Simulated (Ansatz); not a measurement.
# Direct or indirect: MgS (Fm-3m)

Space group Fm-3m (No. 225). a = 5.203 Å, b = 5.203 Å, c = 5.203 Å, α = 90.00°, β = 90.00°, γ = 90.00°
```
atom  site  symmetry       x       y       z
   S    4b      m-3m  0.5000  0.0000  0.0000
  Mg    4a      m-3m  0.0000  0.0000  0.0000
```

Method: Ansatz, PBE, independent particles, without spin-orbit coupling, line width 0.15 eV (Gaussian). The band structure gives a fundamental gap of 2.79 eV. The spectrum of vertical transitions near the edge:

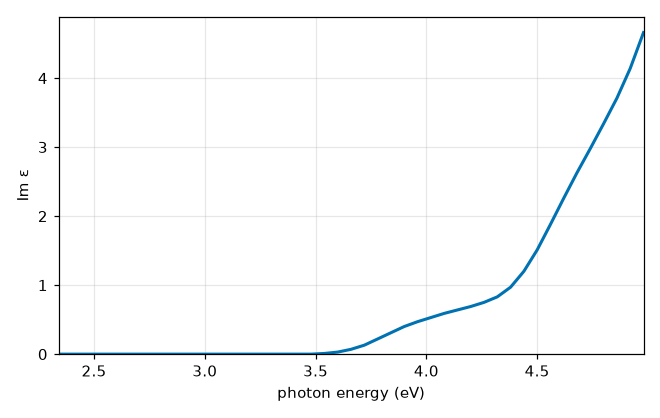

Problem. Is the gap direct or indirect, and about where do vertical transitions set in?

Solution. Indirect, by the band path, whose least direct gap is 3.72 eV. The curves fit this: they stay near zero above 2.79 eV and rise only from about 3.7 eV, though a forbidden direct transition would look alike. Lines are broadened by 0.15 eV, which spreads the edge, and phonons, which would give weak absorption from the fundamental gap up, are left out.

[Logs are printed without paths, hosts, clocks, repeated set-up lines and the standing remarks that a program may print on its own settings, such as how far it seeks lower states.]
